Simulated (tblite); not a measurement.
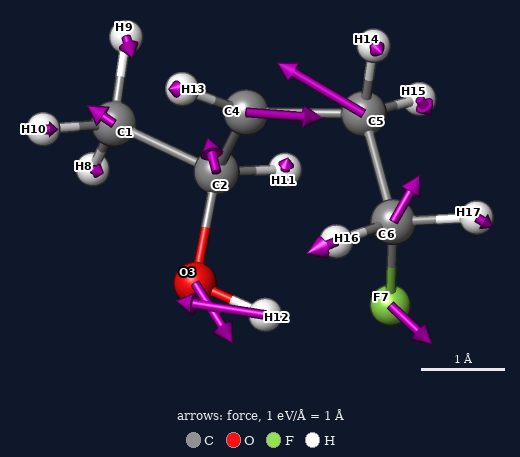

Starting geometry of C₅H₁₀FO (multiplicity 2) with the computed forces as purple arrows. A ball-and-stick model, seen from a free direction.

These are results of GFN2-xTB geometry optimisation, gas phase in tblite 0.8.0, not measurements. 

Q: Is this structure relaxed? If not, where do the atoms go?

A: It isn't relaxed: the largest force vector, on C5, is 1.23 eV/Å. The final displacements have little in common with the starting forces (cosine between the two patterns 0.20). H13 moves most after the best rigid fit: 0.43 Å. Largest moves by element: H 0.43 Å, O 0.27 Å, F 0.26 Å, C 0.19 Å. Among the contacts that change: C4–C5 1.509 → 1.479 Å, O3–H12 0.987 → 0.965 Å, C2–O3 1.412 → 1.429 Å, C6–H16 1.081 → 1.094 Å. Among the angles between lasting bonds that change: C4–C5–H14 107.7° → 110.7°, C2–C4–C5 119.7° → 122.5°, C6–C5–H14 109.1° → 106.4°. Over 70 geometry steps the energy falls by 0.166 eV. The run took 1.2 s on 1 thread of AMD EPYC (shared host).
